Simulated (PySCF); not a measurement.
# FCI/STO-3G run of SOF2 (thionyl fluoride)

Wanted: a single-point energy of SOF2 (thionyl fluoride). Input form: a Python script.

The results are computed with PySCF 2.14.0.

3 further runs of the same task are left out: 1 that didn't finish, 2 set aside as unsound or not needed.

## 1. The system as given

SOF2: 4 atoms, total charge 0, spin state singlet. SMILES: `O=S(F)F`. One bond was lengthened or shortened from a relaxed shape.

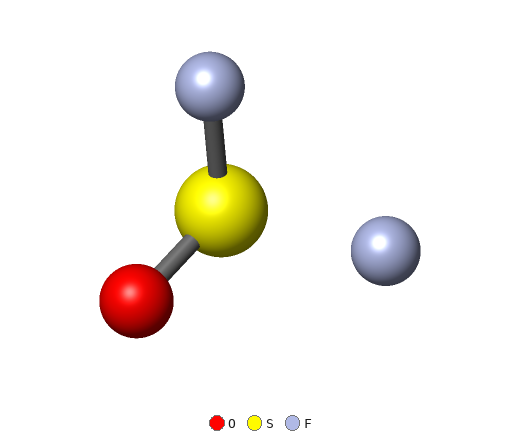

The structure, seen from a chosen angle (oxygen red, sulfur yellow, fluorine light blue).

## 2. A single-point energy at FCI/STO-3G

The input, calc.py:

```python
from pyscf import gto, scf, mcscf
from pyscf import fci

system = gto.M(
    atom='O 1.127045 -0.179511 -1.067026; S 0.043345 -0.672311 -0.294926; F -1.124400 0.804200 0.000400; F 0.537945 -0.690711 1.213874',
    max_memory=1860,
    verbose=3,
    charge=0,
    basis='sto-3g',
)

mf = scf.RHF(system)
mf.conv_tol = 1e-10
mf.kernel()
if not mf.converged:
    mf = mf.newton().run(mf.mo_coeff, mf.mo_occ)

cas = mcscf.CASCI(mf, mf.mo_coeff.shape[-1] - 8, (system.nelec[0] - 8, system.nelec[1] - 8))  # full CI above the frozen core
cas.fcisolver = fci.direct_spin0.FCI(system)  # even spin states alone
cas.kernel()
print('<S^2> = %.4f' % cas.fcisolver.spin_square(cas.ci, cas.ncas, cas.nelecas)[0])
energy = cas.e_tot
print(f'total energy: {energy:.8f} hartree')
```

Launch:

```console
$ OMP_NUM_THREADS=1 python calc.py
```

What it wrote:

```text
converged SCF energy = -662.81725833722
CASCI E = -663.018152485394  E(CI) = -138.647124615026  S^2 = 0.0000000
<S^2> = 0.0000
total energy: -663.01815249 hartree
```

Wall time 5.1 s (1 thread of AMD EPYC 9R14 (Zen 4), shared host); peak memory 0.19 GiB.

## 3. Outcome

Level: FCI/STO-3G, 8 core orbitals frozen.

| quantity | value |
| --- | --- |
| total energy | -663.01815 Eh |
| dipole moment (Hartree–Fock density) | 2.14 D |
| HOMO energy (Hartree–Fock orbitals) | -7.47 eV |
| LUMO energy (Hartree–Fock orbitals) | 5.90 eV |
| HOMO–LUMO gap (Hartree–Fock orbitals) | 13.37 eV |
| correlation energy (8 core orbitals frozen) | -200.9 mEh |
